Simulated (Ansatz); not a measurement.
The end point of a relaxation of CuI. All values below come from PBE (plane waves to 420 eV, PAW, scalar-relativistic; Ansatz, an electronic-structure program).

F-43m (No. 216), cF8, zinc blende type; a = 6.078 Å, b = 6.078 Å, c = 6.078 Å, α = 90.00°, β = 90.00°, γ = 90.00°.

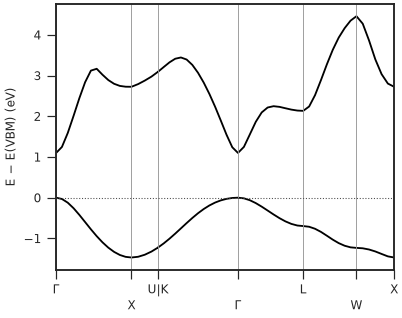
*Highest filled and lowest empty band along the path of this cell's Brillouin zone*

Q: Read off the gap and say whether it is direct.

A: 1.10 eV, direct at Γ (no spin-orbit coupling).

Q: How far does the top valence band disperse along this path?

A: About 1.5 eV.

No spin polarisation in the result. Without spin-orbit coupling the bands of the heavy element are not split, so the gap can be far off.

Measured for CuI: a 6.053 Å (as listed in arXiv:2305.18931). Computed minus measured — a: PBE +0.4 %. The computed values are for a static lattice.

The run could not lose the symmetry of its start.
